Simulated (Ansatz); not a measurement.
Mg5SnN2

```xyz
8
Lattice="3.4348 0.0000 0.0000 -1.7174 2.9746 0.0000 0.0000 0.0000 13.8458" Properties=species:S:1:pos:R:3 pbc="T T T"
Mg    0.0000    1.9831    2.8588
Mg    1.7174    0.9915   11.8036
Mg    0.0000    0.0000    4.9734
Mg    0.0000    0.0000    9.1713
Mg    0.0000    1.9831    7.1608
Sn    0.0000    0.0000    0.5212
N     0.0000    1.9831    4.9877
N     1.7174    0.9915    8.1373
```

Space group P3m1; a generated structure, not necessarily the stable one.

Theory: Ansatz, DFT PBE, scalar-relativistic, plane waves, PAW.

Q: What can the converged valence pseudo-density and electron localisation function tell about the bonding?

A: Mg–N (1.98 Å): ρ at the midpoint is about 0.49 e/Å³; the ELF peaks at about 0.85 in the valence shell of N, 0.7 Å from its nucleus, and is about 0.45 at the midpoint.
Mg–Sn (3.07 Å): ρ at the midpoint is about 0.17 e/Å³, with its minimum of 0.12 e/Å³ about 1.1 Å from Mg; the ELF reaches about 0.55 near the midpoint.
Mg–N (2.13 Å): ρ at the midpoint is about 0.37 e/Å³; the ELF peaks at about 0.80 in the valence shell of N, 0.8 Å from its nucleus, and is about 0.40 at the midpoint.
Mg–N (2.17 Å): ρ is about 0.34 e/Å³ halfway; the ELF peaks at about 0.80 in the valence shell of N, 0.8 Å from its nucleus, and is about 0.45 at the midpoint.

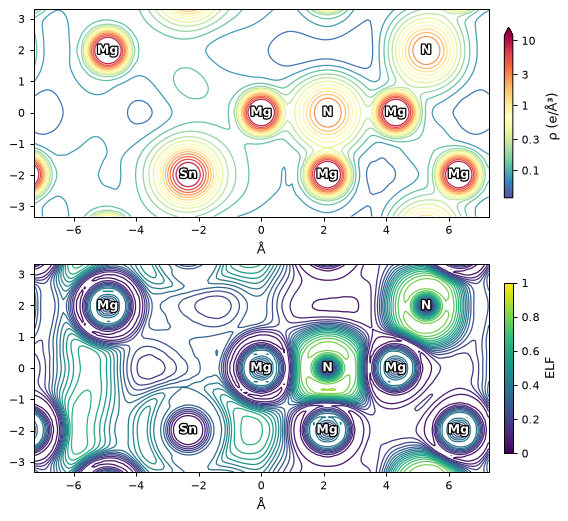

Computed valence pseudo-density and electron localisation function on the (110) plane of the conventional cell, in this order. 

Core electrons are frozen (PAW), and the valence fields are smoothed inside the atomic spheres.
